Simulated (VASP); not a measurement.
# SiN: structure and properties in VASP, part 3 of 6

What structure does SiN take at this level, and what are its properties? The cell is invented: it takes the structure of a Materials Project entry for ZrN (space group 164 there), with some of its atoms replaced by other elements, volume scaled by an estimate. It may not be a known or stable phase.

VASP 6.6.1, plane waves and PAW; the level of theory is named at each step.

So far. Step 3 (Relaxing cell and atoms (LDA)): It ends with forces that vanish by symmetry and a pressure of -0.08 GPa. Step 4 (Single point with fields (LDA)): In this run the pressure is -0.12 GPa, small enough to go on.

### Step 5. Band structure (LDA)

Level of this step: LDA; plane waves and PAW (Si, N); invented cell (VASP).

Levels along the symmetry lines show where the bands peak and cross; KPOINTS_OPT computes them in the converged potential.

Contents of INCAR:

```
SYSTEM = SiN
PREC = Accurate
ENCUT = 520
EDIFF = 1E-06
NELM = 100
ISMEAR = 0
SIGMA = 0.05
LREAL = .FALSE.
ALGO = Normal
GGA = CA
NBANDS = 23
LORBIT = 11
LWAVE = .FALSE.
LCHARG = .FALSE.
KPAR = 2
```

Contents of POSCAR:

```
SiN
1.0
    2.7096700738      0.0000000000      0.0000000000
   -1.3548350369      2.3466431169      0.0000000000
    0.0000000000      0.0000000000      5.2455828820
Si N
2 2
Direct
    0.6666666670      0.3333333330      0.7500000000
    0.3333333330      0.6666666670      0.2500000000
    0.0000000000      0.0000000000      0.0000000000
    0.0000000000      0.0000000000      0.5000000000
```

Contents of KPOINTS:

```
Automatic mesh
0
Gamma
11 11 5
0 0 0
```

Contents of KPOINTS_OPT:

```
Line mode
16
Line-mode
Reciprocal
  0.00000000   0.00000000   0.00000000 GAMMA
  0.50000000   0.00000000   0.00000000 M

  0.50000000   0.00000000   0.00000000 M
  0.33333333   0.33333333   0.00000000 K

  0.33333333   0.33333333   0.00000000 K
  0.00000000   0.00000000   0.00000000 GAMMA

  0.00000000   0.00000000   0.00000000 GAMMA
  0.00000000   0.00000000   0.50000000 A

  0.00000000   0.00000000   0.50000000 A
  0.50000000   0.00000000   0.50000000 L

  0.50000000   0.00000000   0.50000000 L
  0.33333333   0.33333333   0.50000000 H

  0.33333333   0.33333333   0.50000000 H
  0.00000000   0.00000000   0.50000000 A

  0.50000000   0.00000000   0.50000000 L
  0.50000000   0.00000000   0.00000000 M

  0.33333333   0.33333333   0.00000000 K
  0.33333333   0.33333333   0.50000000 H
```

Potentials, in the order of the species: Si and N (LDA family, release 64).

Run with:

```bash
> mpirun -np 2 vasp_std
```

The log of the run:

```text
[... set-up lines as in an earlier step ...]
 entering main loop
       N       E                     dE             d eps       ncg     rms          rms(c)
DAV:   1     0.307009088038E+02    0.30701E+02   -0.82723E+03  2208   0.730E+02
DAV:   2    -0.297334959861E+02   -0.60434E+02   -0.56939E+02  2842   0.152E+02
DAV:   3    -0.316642928495E+02   -0.19308E+01   -0.19140E+01  2784   0.223E+01
DAV:   4    -0.316692261629E+02   -0.49333E-02   -0.49328E-02  2376   0.143E+00
DAV:   5    -0.316692445078E+02   -0.18345E-04   -0.18344E-04  2843   0.823E-02    0.107E+01
DAV:   6    -0.294560194458E+02    0.22132E+01   -0.28278E+00  2301   0.124E+01    0.484E+00
DAV:   7    -0.294517382930E+02    0.42812E-02   -0.33276E-01  2747   0.315E+00    0.258E+00
DAV:   8    -0.294306614624E+02    0.21077E-01   -0.24457E-02  2278   0.952E-01    0.460E-01
DAV:   9    -0.294290761077E+02    0.15854E-02   -0.10429E-03  2806   0.244E-01    0.878E-02
DAV:  10    -0.294290839432E+02   -0.78355E-05   -0.17061E-04  2638   0.679E-02    0.434E-02
DAV:  11    -0.294290838312E+02    0.11200E-06   -0.10095E-06  2218   0.663E-03
   1 F= -.29429084E+02 E0= -.29428054E+02  d E =-.205968E-02
 Start KPOINTS_OPT (optional k-point list driver)
k-point batch [1-48\144]
       N       E                     dE             ncg
DAV:   1     0.666624690369E+04   -0.20453E+05     2208
DAV:   2     0.378458826924E+04   -0.28817E+04     2762
DAV:   3     0.368960836970E+04   -0.94980E+02     2815
DAV:   4     0.368932467533E+04   -0.28369E+00     2414
DAV:   5     0.368932349521E+04   -0.11801E-02     2789
DAV:   6     0.368932348751E+04   -0.76950E-05     2421
DAV:   7     0.368932348737E+04   -0.14339E-06     2358
[...]
k-point batch [97-144\144]
       N       E                     dE             ncg
DAV:   1     0.633650549636E+04   -0.29547E+05     2208
DAV:   2     0.360368536974E+04   -0.27328E+04     2771
DAV:   3     0.352164113631E+04   -0.82044E+02     2839
DAV:   4     0.352141209697E+04   -0.22904E+00     2398
DAV:   5     0.352141115967E+04   -0.93731E-03     2843
DAV:   6     0.352141115356E+04   -0.61111E-05     2251
DAV:   7     0.352141115340E+04   -0.15828E-06     2418
```

It took 14 s on 2 MPI ranks of Intel Xeon 6975P-C (Granite Rapids), shared host; peak memory 0.3 GiB.

From OUTCAR (step 5):

```text
   k-points           NKPTS =     48   k-points in BZ     NKDIM =     48   number of bands    NBANDS=     23

   NELECT =      18.0000    total number of electrons

 E-fermi :  13.6299

 k-point     1 :       0.0000    0.0000    0.0000
  band No.  band energies     occupation
    ...
      5       9.8232      2.00000
      6       9.8232      2.00000
      7      11.0122      2.00000
      8      11.0122      2.00000
      9      11.6029      2.00000
     10      17.9280      0.00000
     11      18.7099      0.00000
     12      19.3128      0.00000
     13      20.0149      0.00000
     14      20.0149      0.00000
    ...

  Total       -0.0208445     -0.0208445     -0.0370996      0.0000000      0.0000000      0.0000000
  in kB       -1.0012550     -1.0012550     -1.7820609      0.0000000      0.0000000      0.0000000
  external PRESSURE =      -1.2615236 kB  Pullay stress =       0.0000000 kB

 POSITION                                       TOTAL-FORCE (eV/Angst)
 -----------------------------------------------------------------------------------
      1.35484      0.78221      3.93419         0.000000      0.000000      0.000000
     -0.00000      1.56443      1.31140        -0.000000      0.000000      0.000000
      0.00000      0.00000      0.00000        -0.000000      0.000000      0.000000
      0.00000      0.00000      2.62279        -0.000000      0.000000      0.000000
 -----------------------------------------------------------------------------------
    total drift:                               -0.000000      0.000000     -0.000000

  FREE ENERGIE OF THE ION-ELECTRON SYSTEM (eV)
  ---------------------------------------------------
  free  energy   TOTEN  =       -29.4290838312 eV

  energy  without entropy=      -29.4270241477  energy(sigma->0) =      -29.42805399

[... 9 parts as in an earlier step ...]

[... 7 further parts left out ...]
```

Numbers from this step:

```yaml
bands: 23
pressure: -0.1262 GPa
```

The electronic bands at the labelled points (eV, zero at the Fermi level; # counts the bands kept, so #1 is VASP's band 4):

```
    point     #4     #5     #6     #7    #8    #9   #10   #11
        Γ  -2.62  -2.62  -2.03   4.30  5.08  5.68  6.38  6.38
        M  -5.60  -4.23  -3.77  -0.32  3.68  3.73  4.30  5.70
        K  -8.28  -3.54  -3.54  -3.52  4.74  4.74  4.83  7.84
        Γ  -2.62  -2.62  -2.03   4.30  5.08  5.68  6.38  6.38
        A  -3.27  -3.27   1.53   1.53  7.03  7.03  7.56  7.56
        L  -5.14  -5.14  -1.45  -1.45  1.30  1.30  6.88  6.88
        H  -7.07  -7.07  -0.41  -0.41  1.07  1.07  8.11  8.11
        A  -3.27  -3.27   1.53   1.53  7.03  7.03  7.56  7.56
jump to L  -5.14  -5.14  -1.45  -1.45  1.30  1.30  6.88  6.88
        M  -5.60  -4.23  -3.77  -0.32  3.68  3.73  4.30  5.70
jump to K  -8.28  -3.54  -3.54  -3.52  4.74  4.74  4.83  7.84
        H  -7.07  -7.07  -0.41  -0.41  1.07  1.07  8.11  8.11
```

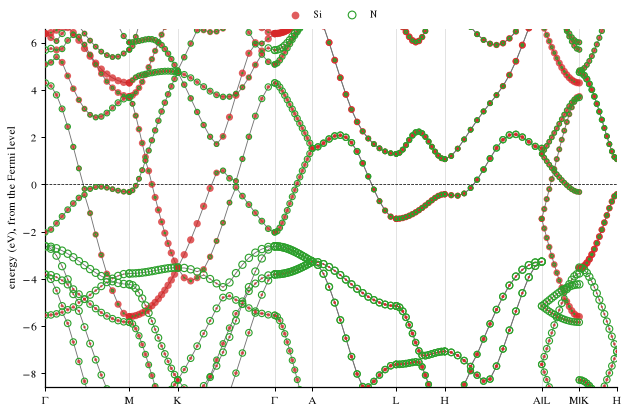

Electronic bands along the path; dots are coloured as in the legend, and their area grows with the weight.

There is no gap at this level.

Of the bands kept, 2 cross the Fermi level on this path.

### Step 6. Total and projected DOS (LDA)

Here the states are counted by energy and projected on the atoms. The mesh is finer than in the run before.

Edit INCAR of step 5 so:

```diff
@@ -5,3 +5,3 @@
 NELM = 100
-ISMEAR = 0
+ISMEAR = -5
 SIGMA = 0.05
@@ -15 +15,2 @@
 KPAR = 2
+NEDOS = 2001
```

POSCAR is that of step 5.

Contents of KPOINTS:

```
Automatic mesh
0
Gamma
17 17 8
0 0 0
```

Run with:

```bash
> mpirun -np 2 vasp_std
```

The log of the run:

```text
[... set-up lines as in an earlier step ...]
 entering main loop
       N       E                     dE             d eps       ncg     rms          rms(c)
DAV:   1     0.312928355711E+02    0.31293E+02   -0.83474E+03  7590   0.735E+02
DAV:   2    -0.296900194834E+02   -0.60983E+02   -0.57426E+02  9649   0.150E+02
DAV:   3    -0.316702216698E+02   -0.19802E+01   -0.19620E+01  9614   0.225E+01
DAV:   4    -0.316754643211E+02   -0.52427E-02   -0.52360E-02  8208   0.145E+00
DAV:   5    -0.316754833967E+02   -0.19076E-04   -0.19049E-04  9641   0.839E-02    0.107E+01
DAV:   6    -0.294810952741E+02    0.21944E+01   -0.28199E+00  7791   0.124E+01    0.483E+00
DAV:   7    -0.294764277360E+02    0.46675E-02   -0.33258E-01  9656   0.314E+00    0.257E+00
DAV:   8    -0.294553574719E+02    0.21070E-01   -0.24741E-02  7919   0.958E-01    0.460E-01
DAV:   9    -0.294537395645E+02    0.16179E-02   -0.10819E-03  9638   0.247E-01    0.892E-02
DAV:  10    -0.294537461506E+02   -0.65861E-05   -0.17887E-04  9143   0.693E-02    0.441E-02
DAV:  11    -0.294537449871E+02    0.11635E-05   -0.93224E-07  7400   0.669E-03    0.220E-02
DAV:  12    -0.294537448578E+02    0.12934E-06   -0.61733E-07  5370   0.511E-03
   1 F= -.29453745E+02 E0= -.29453745E+02  d E =0.000000E+00
 -----------------------------------------------------------------------------
|                                                                             |
|           W    W    AA    RRRRR   N    N  II  N    N   GGGG   !!!           |
|           W    W   A  A   R    R  NN   N  II  NN   N  G    G  !!!           |
|           W    W  A    A  R    R  N N  N  II  N N  N  G       !!!           |
|           W WW W  AAAAAA  RRRRR   N  N N  II  N  N N  G  GGG   !            |
|           WW  WW  A    A  R   R   N   NN  II  N   NN  G    G                |
|           W    W  A    A  R    R  N    N  II  N    N   GGGG   !!!           |
|                                                                             |
|     Tetrahedron method does not include variations of the Fermi             |
|     occupations, so forces and stress will be inaccurate. We suggest        |
|     using a different smearing scheme ISMEAR = 1 or 2 for metals in         |
|     relaxations.                                                            |
|                                                                             |
 -----------------------------------------------------------------------------
```

Wall time 21 s (2 MPI ranks); peak memory 0.39 GiB.

OUTCAR, selected parts (step 6):

```text
   k-points           NKPTS =    165   k-points in BZ     NKDIM =    165   number of bands    NBANDS=     23

   NELECT =      18.0000    total number of electrons

 E-fermi :  13.6339

 k-point     1 :       0.0000    0.0000    0.0000
  band No.  band energies     occupation
    ...
      5       9.8210      2.00000
      6       9.8210      2.00000
      7      11.0096      2.00000
      8      11.0096      2.00000
      9      11.6023      2.00000
     10      17.9277      0.00000
     11      18.7079      0.00000
     12      19.3125      0.00000
     13      20.0136      0.00000
     14      20.0136      0.00000
    ...

  Total       -0.4379016     -0.4379016     -0.0317280      0.0000000      0.0000000      0.0000000
  in kB      -21.0343879    -21.0343879     -1.5240403      0.0000000      0.0000000      0.0000000
  external PRESSURE =     -14.5309387 kB  Pullay stress =       0.0000000 kB

 POSITION                                       TOTAL-FORCE (eV/Angst)
 -----------------------------------------------------------------------------------
      1.35484      0.78221      3.93419        -0.000000     -0.000000      0.000000
     -0.00000      1.56443      1.31140        -0.000000      0.000000      0.000000
      0.00000      0.00000      0.00000         0.000000     -0.000000      0.000000
      0.00000      0.00000      2.62279         0.000000     -0.000000      0.000000
 -----------------------------------------------------------------------------------
    total drift:                               -0.000000      0.000000     -0.000000

  FREE ENERGIE OF THE ION-ELECTRON SYSTEM (eV)
  ---------------------------------------------------
  free  energy   TOTEN  =       -29.4537448578 eV

  energy  without entropy=      -29.4537448578  energy(sigma->0) =      -29.45374486

[... 7 parts as in an earlier step ...]

[... 9 further parts left out ...]
```

With tetrahedra the forces and stress of a metal are not exact derivatives of the energy.

This step gave:

```
SCF cycles             : 12
irreducible k-points   : 165
free energy (TOTEN)    : -29.45 eV
pressure               : -1.453 GPa
DOS at the Fermi level : 0.8514 states/eV/cell
```

The density of states has structure finer than the step of the table below, so its rows give means over 2 eV, whole bins alone (the curve runs from -12.0 to 8.00 eV). Peaks (eV: height): total -4.9: 1.95, 5.9: 2.13, 6.4: 1.93, 7.1: 2.27; N p -10.6: 0.43, -4.9: 0.943, -4.1: 0.956, 2.1: 0.406; Si s -11.7: 0.202, 0.3: 0.173, 2.1: 0.352, 3.7: 0.238; Si p 0.6: 0.199, 3.7: 0.273, 5.9: 0.804, 7.1: 0.714; N s -10.2: 0.0954, 0.6: 0.100, 5.9: 0.170, 6.4: 0.153.

States under -12.0 eV and over 8.0 eV are left out. Density of states against energy, zero at the Fermi level; means over each step; values in states/eV/cell:

```
energy (eV)  total     N p    Si s    Si p      N s
        -10   1.27   0.358   0.137   0.120   0.0785
         -8   1.16   0.412  0.0616   0.123   0.0600
         -6   1.50   0.671  0.0427   0.145   0.0381
         -4   1.41   0.691  0.0752  0.0904   0.0111
         -2  0.424  0.0738  0.0832  0.0662  0.00391
          0  0.898   0.154   0.132   0.147   0.0606
          2   1.38   0.320   0.236   0.172   0.0682
          4  0.951   0.170   0.126   0.208   0.0206
          6   1.47   0.143  0.0359   0.546   0.0916
```

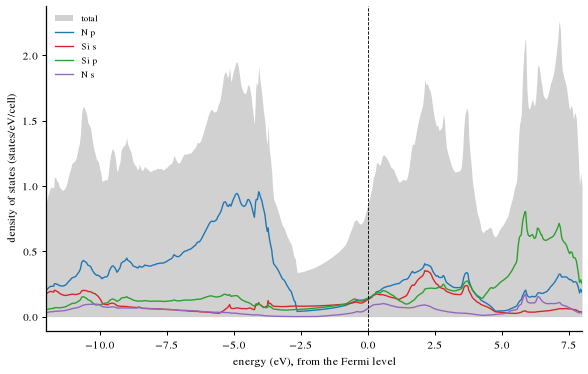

Density of states against energy.

The finer mesh and the other smearing move the Fermi level by +0.00 eV from the 11×11×5 run, a small shift, which tests the Fermi level alone. Of the states within 0.3 eV of the Fermi level, the largest shares in the PAW spheres are Si p 17 %, N p 16 % and Si s 15 %. The rest lies in smaller channels or between the spheres.

### Step 7. Optical spectrum (LDA)

LOPTICS sums transitions from filled to empty bands. NBANDS is raised for it.

Contents of INCAR:

```
SYSTEM = SiN
PREC = Accurate
ENCUT = 520
EDIFF = 1E-06
NELM = 100
ISMEAR = 0
SIGMA = 0.05
LREAL = .FALSE.
ALGO = Normal
GGA = CA
NBANDS = 41
LORBIT = 11
LWAVE = .FALSE.
LCHARG = .FALSE.
KPAR = 2
LOPTICS = .TRUE.
NEDOS = 1500
CSHIFT = 0.1
```

POSCAR is that of step 6.

KPOINTS is that of step 6.

Run with:

```bash
> mpirun -np 2 vasp_std
```

The log of the run:

```text
[... set-up lines as in an earlier step ...]
 entering main loop
       N       E                     dE             d eps       ncg     rms          rms(c)
DAV:   1     0.428710686483E+02    0.42871E+02   -0.72918E+03 13530   0.413E+02
DAV:   2    -0.298458723207E+02   -0.72717E+02   -0.68543E+02 16629   0.115E+02
DAV:   3    -0.316768764993E+02   -0.18310E+01   -0.18108E+01 16426   0.145E+01
DAV:   4    -0.316804965805E+02   -0.36201E-02   -0.36197E-02 15632   0.734E-01
DAV:   5    -0.316805024980E+02   -0.59175E-05   -0.59175E-05 16365   0.310E-02    0.107E+01
DAV:   6    -0.294939541456E+02    0.21865E+01   -0.11490E+00 14799   0.696E+00    0.454E+00
DAV:   7    -0.294784110856E+02    0.15543E-01   -0.21400E-01 16231   0.161E+00    0.266E+00
DAV:   8    -0.294559912792E+02    0.22420E-01   -0.22737E-02 15282   0.585E-01    0.205E-01
DAV:   9    -0.294552815451E+02    0.70973E-03   -0.67880E-04 16974   0.136E-01    0.104E-01
DAV:  10    -0.294552846403E+02   -0.30951E-05   -0.11478E-04 15491   0.365E-02    0.212E-02
DAV:  11    -0.294552835690E+02    0.10713E-05   -0.71828E-07 12428   0.345E-03    0.123E-02
DAV:  12    -0.294552830982E+02    0.47082E-06   -0.60406E-07  8966   0.324E-03
   1 F= -.29455283E+02 E0= -.29454711E+02  d E =-.114507E-02
 optical routines
 imaginary and real dielectric function
 recalculating local potential from charge density
 direction            1
 direction            2
 direction            3
```

It took 39 s on 2 MPI ranks; peak memory 0.69 GiB.

Parts of OUTCAR (step 7):

```text
   k-points           NKPTS =    165   k-points in BZ     NKDIM =    165   number of bands    NBANDS=     41

   NELECT =      18.0000    total number of electrons

 E-fermi :  13.6263

 k-point     1 :       0.0000    0.0000    0.0000
  band No.  band energies     occupation
    ...
      5       9.8184      2.00000
      6       9.8184      2.00000
      7      11.0065      2.00000
      8      11.0066      2.00000
      9      11.6013      2.00000
     10      17.9266      0.00000
     11      18.7070      0.00000
     12      19.3123      0.00000
     13      20.0140      0.00000
     14      20.0140      0.00000
    ...

  Total       -0.1813748     -0.1813748     -0.3691896      0.0000000     -0.0000000     -0.0000000
  in kB       -8.7122514     -8.7122514    -17.7338412      0.0000000     -0.0000000     -0.0000000
  external PRESSURE =     -11.7194480 kB  Pullay stress =       0.0000000 kB

 POSITION                                       TOTAL-FORCE (eV/Angst)
 -----------------------------------------------------------------------------------
      1.35484      0.78221      3.93419         0.000000     -0.000000      0.000000
     -0.00000      1.56443      1.31140        -0.000000      0.000000      0.000000
      0.00000      0.00000      0.00000         0.000000      0.000000      0.000000
      0.00000      0.00000      2.62279         0.000000      0.000000      0.000000
 -----------------------------------------------------------------------------------
    total drift:                               -0.000000      0.000000     -0.000000

  FREE ENERGIE OF THE ION-ELECTRON SYSTEM (eV)
  ---------------------------------------------------
  free  energy   TOTEN  =       -29.4552830982 eV

  energy  without entropy=      -29.4541380322  energy(sigma->0) =      -29.45471057

 plasma frequency squared (from intraband transitions) (eV^2)
  --------------------------------------------------------------------------------------
      72.462       0.000       0.000
       0.000      72.462      -0.000
       0.000      -0.000      83.196

[... 8 parts as in an earlier step ...]

[... 8 further parts left out ...]
```

These are independent-particle spectra without excitons or local fields, and fine structure depends on the mesh and on CSHIFT. The intraband (Drude) part is not in this spectrum.

This step gave:

```
bands                   : 41
free energy (TOTEN)     : -29.46 eV
energy at zero smearing : -29.45 eV
pressure                : -1.172 GPa
```

The imaginary dielectric function has structure finer than the step of the table below, so its rows give means over 1 eV, whole bins alone (the curve runs from 0 to 25.0 eV). Peaks (eV: height): xx 0.3: 65.7, 7.3: 12.7; zz 0.3: 5.91, 1.6: 31.6, 2.4: 10.7, 4.9: 9.64, 7.0: 11.6.

Imaginary dielectric function against photon energy; means over each step:

```
photon energy (eV)     xx     zz
                 1   3.72   4.41
                 2   5.74   14.0
                 3   6.37   2.85
                 4   4.94   2.55
                 5   3.62   7.01
                 6   8.32   8.59
                 7   11.2   9.26
                 8   10.2   6.58
                 9   8.37   4.75
                10   5.71   4.62
                11   4.44   4.38
                12   2.98   3.45
                13   2.69   3.04
                14   2.78   2.30
                15   2.05   1.87
                16   1.73   1.19
                17   1.28  0.998
                18  0.944  0.784
                19  0.777  0.698
                20  0.631  0.495
                21  0.510  0.446
                22  0.400  0.401
                23  0.313  0.328
                24  0.272  0.259
```

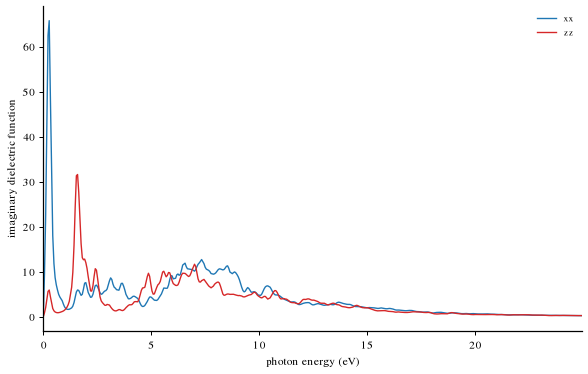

Imaginary dielectric function, plotted against photon energy.

Table of real dielectric function by photon energy:

```
photon energy (eV)      xx       zz
               0.0    66.3     18.9
               2.5    8.02   -0.421
               5.0    7.63     4.65
               7.5    1.29   -0.444
              10.0   -1.44   -0.697
              12.5   -1.44    -1.20
              15.0   -1.35    -1.45
              17.5   -1.12   -0.749
              20.0  -0.594   -0.300
              22.5  -0.249  -0.0674
```

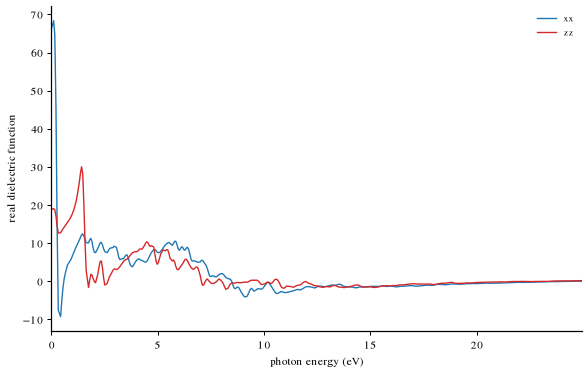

Real dielectric function, plotted against photon energy.

At these settings, which differ from those of the relaxation, the cell is under a tension of 1.2 GPa.

(Part 3 of 6 ends here.)

[Lines on the potential files, build, host, timing and source positions are cut from VASP's logs without a mark.]

[Logs are printed without paths, hosts, clocks, repeated set-up lines and the standing remarks that a program may print on its own settings, such as how far it seeks lower states.]

[Hosts, paths, dates, database ids (printed as entryN), source tags and the programs' standing remarks are cut or masked in the printed files.]

[A measured line is paired with the nearest computed mode of its activity, which favours agreement.]

[In band tables of VASP the shares of atoms and orbitals are scaled to a sum of 1 inside the atoms' spheres.]
